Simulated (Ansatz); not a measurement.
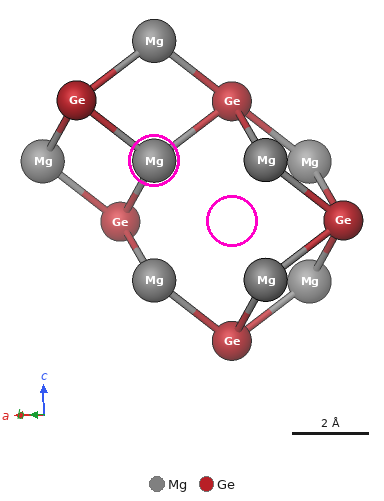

Perfect Mg2Ge. A ball-and-stick model of the atoms within 4.6 Å of one point, in a slice 4.2 Å thick across the line of sight, seen from a free direction.

Computed with Ansatz 0.2.0, DFT, PBEsol, PAW, plane waves. Set-up: plane-wave cutoff 420 eV; k-point mesh 1 × 1 × 1; mesh shifted by (0.25, 0.25, 0.25); collinear spin. Fermi-Dirac smearing of 0.01 eV. A uniform background neutralises the charged cell. The axes drawn are those of the host's conventional cell.

A magnesium atom is replaced by carbon and an extra magnesium atom is put between the host's atoms (an interstitial), the two sites 2.8 Å apart at the ringed places, in charge state −1. The supercell has 96 sites, and the atoms are relaxed at the host's cell.

### Predict the relaxed surroundings of the defect.

In the host the Mg atom has 4 Ge at 2.76 Å, 6 Mg at 3.18 Å; the C atom ends with 2 Ge at 2.02 to 2.03 Å, 2 Mg at 2.06 to 2.07 Å. The Mg atom starts with 8 Mg at 2.76 Å, 6 Ge at 3.18 Å around its place and ends with 1 C at 2.07 Å. Of the host's atoms, a magnesium atom moves furthest from its site, by 0.50 Å. The C atom itself moves 1.67 Å from where it was put. The Mg atom itself moves 0.24 Å from where it was put. The cell's net moment is 0.99 μB.

The relaxed defect, seen from the same direction:

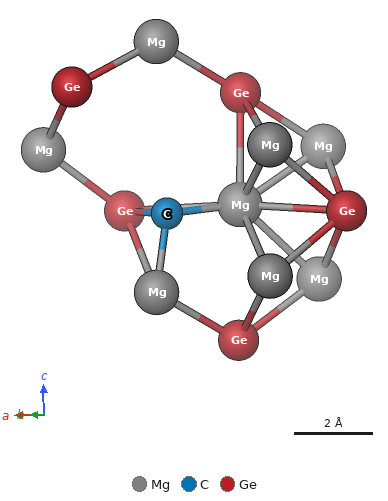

Limits of the set-up: the cell is charged, on a uniform background, and energies carry no finite-size correction.
